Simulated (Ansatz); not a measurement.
Cl$_{2}$Si$_{2}$ (SMILES [Cl+]1[Si-]2[Cl+][Si-]12)

Input

```
crystal:
  periodic: [false, false, false]
  atoms:
    - {symbol: Cl, position_ang: [0.914227, 1.741340, 0.300177]}
    - {symbol: Cl, position_ang: [0.464655, -1.225092, -0.682753]}
    - {symbol: Si, position_ang: [-0.278804, -0.068242, 1.234961]}
    - {symbol: Si, position_ang: [-0.836170, 0.730544, -0.917586]}
basis:
  gaussian: {orbitals: def2-TZVPD}
hamiltonian: {xc: pbe0}
output: {forces: true, orbitals: {seedname: orbitals}}
```

Run with:

```sh
ansatz run input.yaml --threads 1 --pin off --max-ram 2610MiB --events-out events.jsonl --progress --plain --runs-dir runs
```

Geometry: r2SCAN-D4/def2-SVP.

Computed with isolated molecule in a Gaussian basis; Kohn-Sham density functional theory, functional PBE0 in Ansatz 0.2.0.

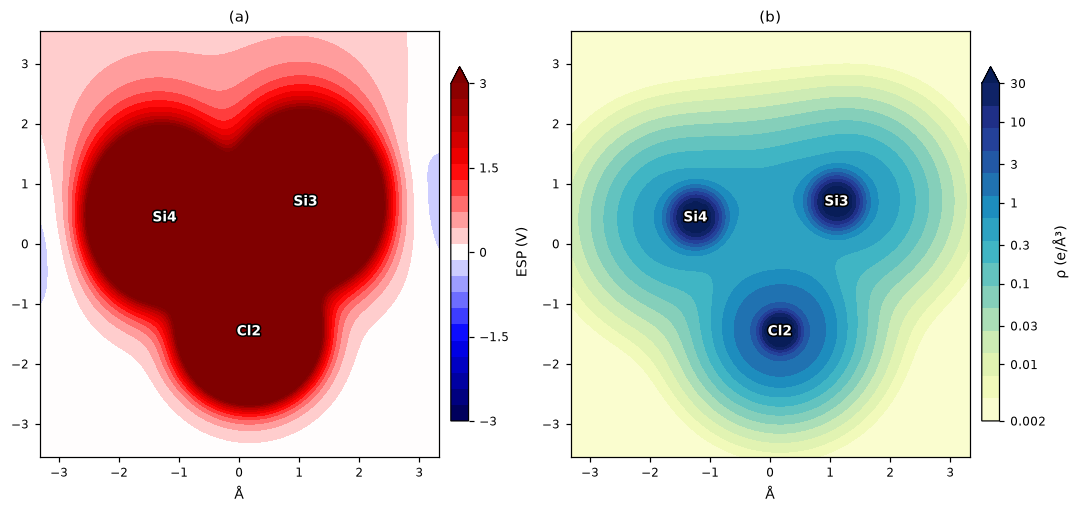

Figure 1. (a) molecular electrostatic potential; (b) electron density on the plane of atoms Cl2, Si4 and Si3.

Describe what can be read from this map.

- The plane passes through Cl and Si nuclei.
- Si–Cl (2.36 Å): the density is about 0.5 e/Å³ at the midpoint, with its minimum of 0.39 e/Å³ about 0.9 Å from Si.
- Si–Si (2.36 Å): ρ is about 0.56 e/Å³ halfway.
- The potential has no marked negative region in this plane.

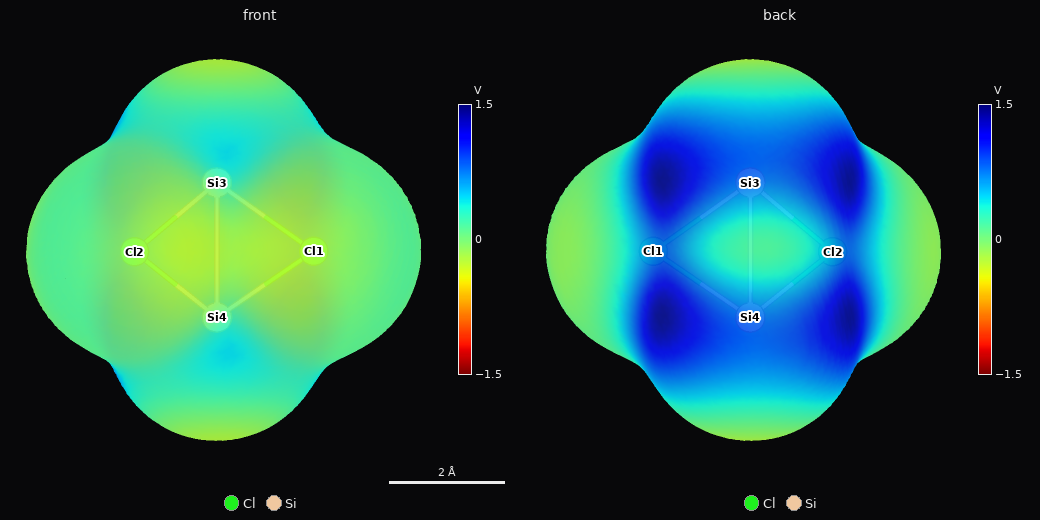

Figure 2. The molecular electrostatic potential painted on the density surface at 0.002 e/bohr³, seen from the front and from behind; red is negative and blue positive.

Where is the surface potential most negative and most positive?

The most negative region (about −0.3 V) lies over Cl1 and Cl2, the most positive (about +1.4 V) over Si3 and Si4.

What dipole moment does the calculation give?

Its dipole moment is 1.25 D.

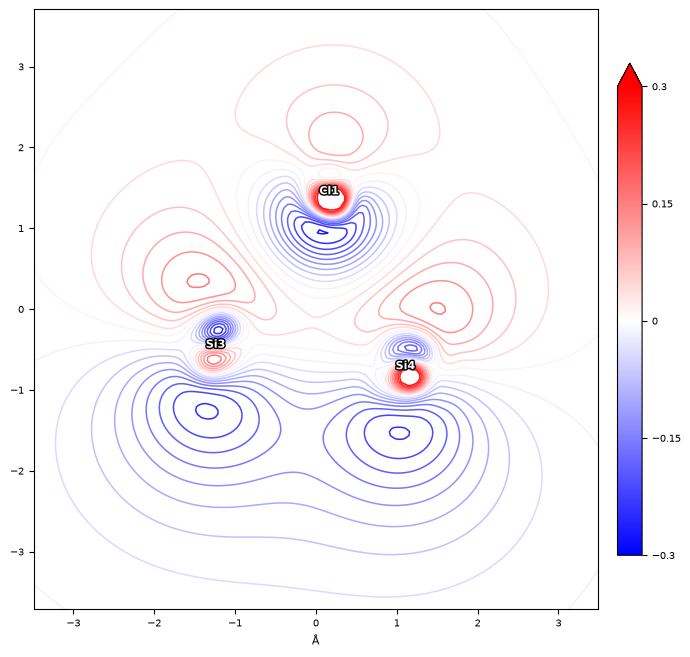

Figure 3. One frontier orbital on the plane of atoms Cl1, Si4 and Si3 (values in Å⁻³ᐟ²; the overall sign is arbitrary).

Which orbital is it: HOMO or LUMO?

The LUMO, at −1.82 eV. It lies mainly on Si4 (about 40 %), Si3 (about 40 %), Cl2 (about 10 %) and Cl1 (about 10 %); π-bonding across Si4–Si3.
